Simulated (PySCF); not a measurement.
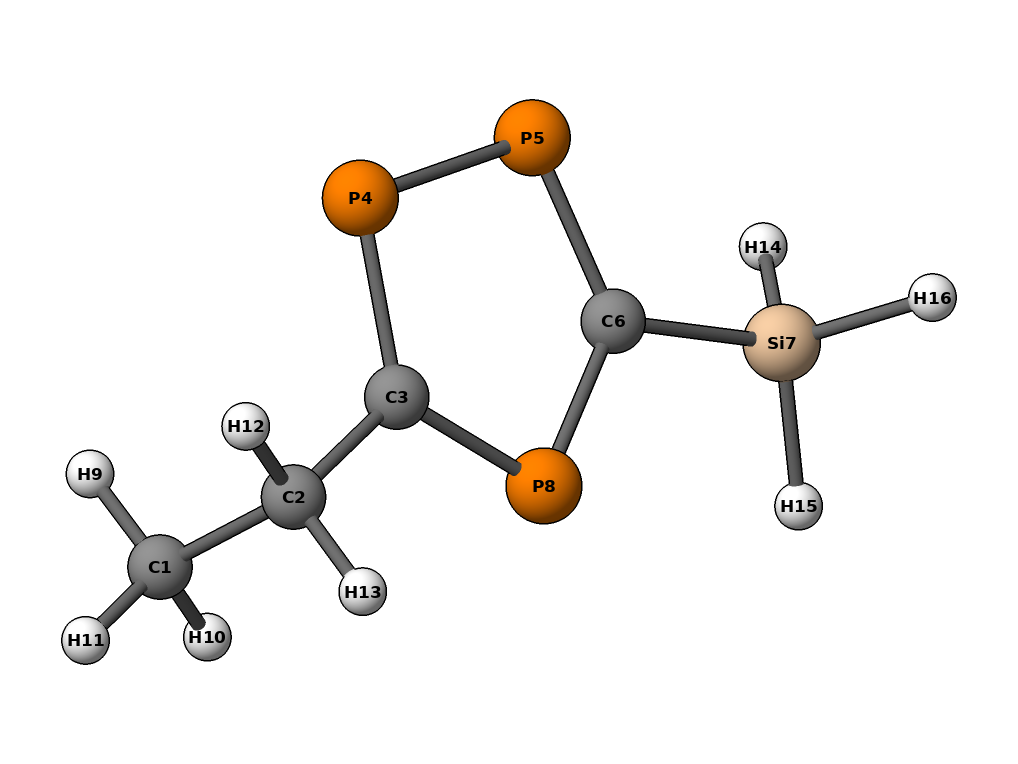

The questions are on ESP-fitted charges. The species has charge −1 and is a spin singlet. Computed geometry: GFN2-xTB optimisation. No frequency run is at hand to confirm it as a minimum. Method: PBE0/pcSseg-1, gas phase (PySCF 2.14.0).

List the ESP-fitted charges.

```
atom  value (e)
  C1       0.01
  C2      −0.02
  C3       0.11
  P4      −0.31
  P5      −0.33
  C6       0.14
 Si7       0.14
  P8      −0.44
  H9       0.00
 H10       0.01
 H11      −0.04
 H12      −0.01
 H13       0.03
 H14      −0.10
 H15      −0.07
 H16      −0.10
```

The geometry is semi-empirical. Around P, Si such bond lengths and angles can be off by a tenth of an ångström or more and by several degrees, and values that hang on the shape move with them.
